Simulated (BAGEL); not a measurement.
**HF/3-21G (density fitting with cc-pvqz-jkfit) run of C2H3F3O (2,2,2-trifluoroethanol)**

What is the vertical singlet–triplet gap of C2H3F3O (2,2,2-trifluoroethanol) at HF/3-21G (density fitting with cc-pvqz-jkfit)? 

The results are computed with BAGEL 1.2.2.

1 further run of the same task is left out (set aside as unsound or not needed). Runs told in other sessions of the task aren't counted.

## (1) The structure to begin with

C2H3F3O has 9 atoms, charge 0, and is taken as a singlet. SMILES: `OCC(F)(F)F`. The shape is that of a PBE0-D4/def2-TZVP optimisation. This is one conformer, not always the lowest.

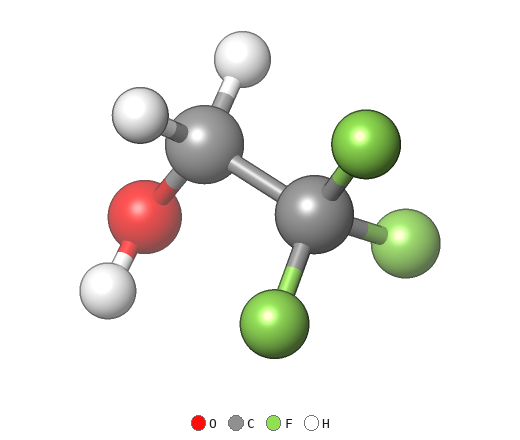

The structure, seen from a chosen angle (oxygen red, carbon grey, fluorine green, hydrogen white).

## (2) The energy at HF/3-21G (density fitting with cc-pvqz-jkfit)

The input, hf.json:

```json
{ "bagel" : [

{
  "title" : "molecule",
  "basis" : "3-21g",
  "df_basis" : "cc-pvqz-jkfit",
  "angstrom" : "true",
  "geometry" : [
    { "atom" : "O", "xyz" : [    0.266530,   -1.505850,   -0.522220 ] },
    { "atom" : "C", "xyz" : [    0.133530,   -0.525950,    0.461010 ] },
    { "atom" : "C", "xyz" : [   -0.345850,    0.793870,   -0.107260 ] },
    { "atom" : "F", "xyz" : [   -1.549160,    0.702470,   -0.671030 ] },
    { "atom" : "F", "xyz" : [    0.503280,    1.241540,   -1.049190 ] },
    { "atom" : "F", "xyz" : [   -0.410400,    1.722300,    0.853640 ] },
    { "atom" : "H", "xyz" : [    0.947650,   -1.231740,   -1.143270 ] },
    { "atom" : "H", "xyz" : [   -0.612860,   -0.871420,    1.177610 ] },
    { "atom" : "H", "xyz" : [    1.067280,   -0.325240,    1.000710 ] }
  ]
},
{
  "title" : "hf"
},
{
  "title" : "print",
  "file" : "orbitals.molden",
  "orbitals" : "true"
}

]}
```

The run is started by

```bash
$ BAGEL_NUM_THREADS=1 BAGEL hf.json > hf.out
```

Log:

```text
* using 1 threads per process

  ===============================================================
  ===============================================================

  *** Geometry ***

  { "atom" : "O", "xyz" : [      0.503669,     -2.845644,     -0.986853 ] },
  { "atom" : "C", "xyz" : [      0.252335,     -0.993901,      0.871183 ] },
  { "atom" : "C", "xyz" : [     -0.653562,      1.500197,     -0.202692 ] },
  { "atom" : "F", "xyz" : [     -2.927488,      1.327476,     -1.268063 ] },
  { "atom" : "F", "xyz" : [      0.951061,      2.346171,     -1.982682 ] },
  { "atom" : "F", "xyz" : [     -0.775544,      3.254675,      1.613146 ] },
  { "atom" : "H", "xyz" : [      1.790799,     -2.327651,     -2.160467 ] },
  { "atom" : "H", "xyz" : [     -1.158138,     -1.646745,      2.225360 ] },
  { "atom" : "H", "xyz" : [      2.016867,     -0.614615,      1.891068 ] },

  Number of auxiliary basis functions:      789

  Since a DF basis is specified, we compute 2- and 3-index integrals:
    o Being stored without compression. Storage requirement is 0.023 GB

  Number of basis functions:       60
  Number of electrons      :       50

    * METHOD: MOLECULE                             0.67

  *** RHF ***

  === Nuclear Repulsion ===
   274.6013822678

      * DIIS with orbital gradients will be used.

  === RHF iteration (3-21g) ===
      0       -447.96051274          0.03052360           0.13
      1       -448.13811313          0.01797129           0.13
      2       -448.21017469          0.00149739           0.13
      3       -448.21135994          0.00029388           0.13
      4       -448.21140842          0.00010347           0.13
      5       -448.21141436          0.00002426           0.13
      6       -448.21141466          0.00000933           0.13
      7       -448.21141469          0.00000232           0.13
      8       -448.21141469          0.00000070           0.13
      9       -448.21141469          0.00000028           0.13
     10       -448.21141469          0.00000006           0.13
     11       -448.21141469          0.00000003           0.13
     12       -448.21141469          0.00000001           0.13
    * SCF iteration converged.

    * Permanent dipole moment:
           (   -0.701593,     0.206459,    -0.366576) a.u.

    * METHOD: HF                                   1.91

    * METHOD: PRINT                                0.01

  ===============================================================
```

It took 2.8 s on 1 thread of Arm Neoverse V2, shared host; peak memory 0.12 GiB.

## (3) The triplet at the same level

The input, input.json:

```json
{ "bagel": [

{
  "title": "molecule",
  "basis": "3-21g",
  "df_basis": "cc-pvqz-jkfit",
  "angstrom": true,
  "geometry": [
    { "atom": "O", "xyz": [    0.266530,   -1.505850,   -0.522220 ] },
    { "atom": "C", "xyz": [    0.133530,   -0.525950,    0.461010 ] },
    { "atom": "C", "xyz": [   -0.345850,    0.793870,   -0.107260 ] },
    { "atom": "F", "xyz": [   -1.549160,    0.702470,   -0.671030 ] },
    { "atom": "F", "xyz": [    0.503280,    1.241540,   -1.049190 ] },
    { "atom": "F", "xyz": [   -0.410400,    1.722300,    0.853640 ] },
    { "atom": "H", "xyz": [    0.947650,   -1.231740,   -1.143270 ] },
    { "atom": "H", "xyz": [   -0.612860,   -0.871420,    1.177610 ] },
    { "atom": "H", "xyz": [    1.067280,   -0.325240,    1.000710 ] }
  ]
},
{ "title": "uhf", "nopen": 2 },
{ "title": "print", "file": "orbitals.molden", "orbitals": true }

]}
```

The run is started by

```bash
$ BAGEL_NUM_THREADS=1 BAGEL input.json > input.out
```

Log:

```text
* using 1 threads per process

  ===============================================================
  ===============================================================

  *** Geometry ***

  { "atom" : "O", "xyz" : [      0.503669,     -2.845644,     -0.986853 ] },
  { "atom" : "C", "xyz" : [      0.252335,     -0.993901,      0.871183 ] },
  { "atom" : "C", "xyz" : [     -0.653562,      1.500197,     -0.202692 ] },
  { "atom" : "F", "xyz" : [     -2.927488,      1.327476,     -1.268063 ] },
  { "atom" : "F", "xyz" : [      0.951061,      2.346171,     -1.982682 ] },
  { "atom" : "F", "xyz" : [     -0.775544,      3.254675,      1.613146 ] },
  { "atom" : "H", "xyz" : [      1.790799,     -2.327651,     -2.160467 ] },
  { "atom" : "H", "xyz" : [     -1.158138,     -1.646745,      2.225360 ] },
  { "atom" : "H", "xyz" : [      2.016867,     -0.614615,      1.891068 ] },

  Number of auxiliary basis functions:      789

  Since a DF basis is specified, we compute 2- and 3-index integrals:
    o Being stored without compression. Storage requirement is 0.023 GB

  Number of basis functions:       60
  Number of electrons      :       50

    * METHOD: MOLECULE                             0.67

  *** Open-shell HF ***

  === Nuclear Repulsion ===
   274.6013822678

      * DIIS with orbital gradients will be used.

  === UHF iteration (3-21g) ===
      0       -447.56470878          0.06024750           0.26
      1       -447.75429617          0.04269504           0.26
      2       -447.84288723          0.02716416           0.26
      3       -447.89912343          0.00451854           0.26
      4       -447.91134893          0.00253951           0.26
      5       -447.91594535          0.00121714           0.26
      6       -447.91734027          0.00078972           0.26
      7       -447.91844096          0.00050858           0.26
      8       -447.91886067          0.00032492           0.26
      9       -447.91907729          0.00015858           0.26
[... 18 lines of this table left out ...]
     28       -447.91913973          0.00000003           0.26
     29       -447.91913973          0.00000002           0.26
     30       -447.91913973          0.00000001           0.26
     31       -447.91913973          0.00000001           0.26
    * SCF iteration converged.

    * S^2 (UHF) is 2.0058

    * Permanent dipole moment:
           (    0.115118,     0.429858,    -1.211450) a.u.

    * METHOD: UHF                                  8.59

    * METHOD: PRINT                                0.01

  ===============================================================
```

Run time: 9.6 s. Hardware: 1 thread of Arm Neoverse V2, shared host; peak memory 0.12 GiB.

## (4) What came out

Level: HF/3-21G (density fitting with cc-pvqz-jkfit).

```
                                        quantity          value
                           singlet: total energy  -448.21141 Eh
                          singlet: dipole moment         2.08 D
                            singlet: HOMO energy      -12.97 eV
                            singlet: LUMO energy        6.57 eV
                          singlet: HOMO–LUMO gap       19.54 eV
                           triplet: total energy  -447.91914 Eh
                          triplet: dipole moment         3.28 D
                                   triplet: ⟨S²⟩          2.006
vertical energy of the triplet above the singlet       7.953 eV
```

In words: At this shape the triplet lies 7.95 eV (183 kcal/mol) above the singlet.
